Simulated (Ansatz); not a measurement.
System: B3H3 (charge −1, quartet).

Input

```
crystal:
  periodic: [false, false, false]
  atoms:
    - {symbol: B, position_ang: [-0.149410, -0.848714, 0.658247]}
    - {symbol: B, position_ang: [0.185268, -0.236706, -0.805711]}
    - {symbol: B, position_ang: [-0.034895, 1.079149, 0.119013]}
    - {symbol: H, position_ang: [-1.175794, -1.189296, 1.195899]}
    - {symbol: H, position_ang: [0.446959, -0.562554, -1.932316]}
    - {symbol: H, position_ang: [0.727873, 1.758121, 0.764857]}
basis:
  gaussian: {orbitals: def2-TZVPD, initial_orbitals: start.molden}
total_charge: -1
magnetization: {spin_polarized: true, initial_magnetization: 3}
hamiltonian: {xc: pbe0, dispersion: d4}
scf: {omitted_lower_state_checks: [starts]}
output: {orbitals: {seedname: orbitals}}
```

Launched as:

```sh
ansatz run in.yaml --threads 4 --pin off --events-out ev --progress --plain --max-ram 3916MiB
```

Geometry: r2SCAN-D4/def2-TZVPD; the highest occupied orbital lies above zero, a sign that basis and functional describe the outermost electron poorly.

All numbers below come from UKS PBE0-D4/def2-TZVPD in Ansatz.

Q: What will maps of the electron density, electron localisation function and spin density show?

A: B–B (1.62 Å): ρ is about 1 e/Å³ halfway; the ELF peaks at about 0.90 between the atoms (a shared electron pair).
B–H (1.20 Å): the density is about 1.2 e/Å³ at the midpoint; the ELF climbs to about 1 towards the hydrogen, as it does in any bond to H; an ordinary covalent bond to hydrogen.
The unpaired spin (3 electrons) lies mostly on B1 (about 1.1), B3 (about 1.1), B2 (about 0.5), H4 (about 0.1) and H6 (about 0.1), in electrons by Hirshfeld's partition.

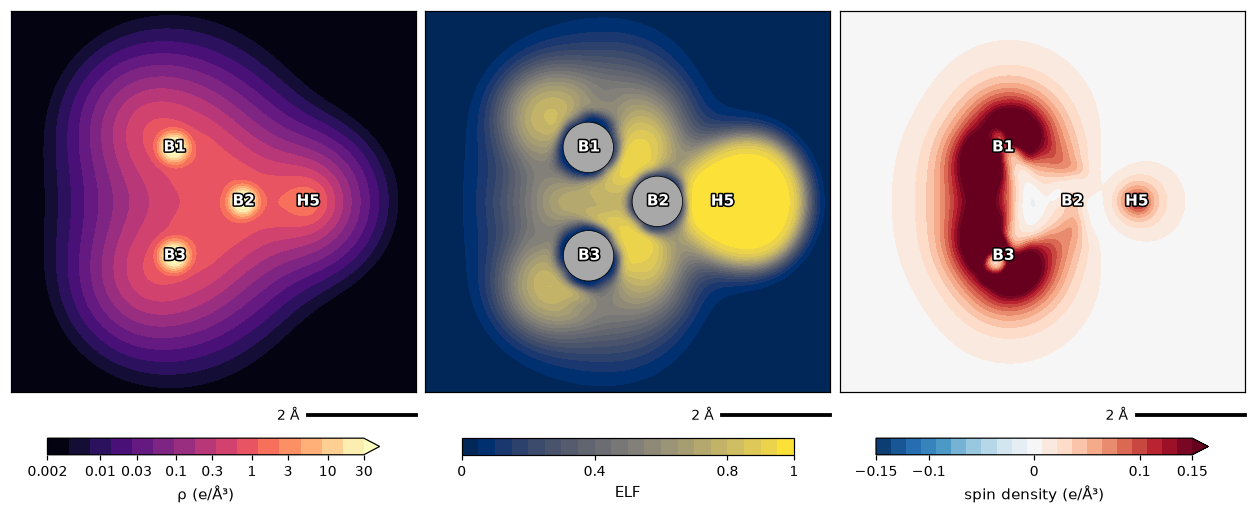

Computed electron density, electron localisation function and spin density on the plane of atoms B3, B2 and H5, in this order. Grey discs cover the atomic cores in the ELF map. 
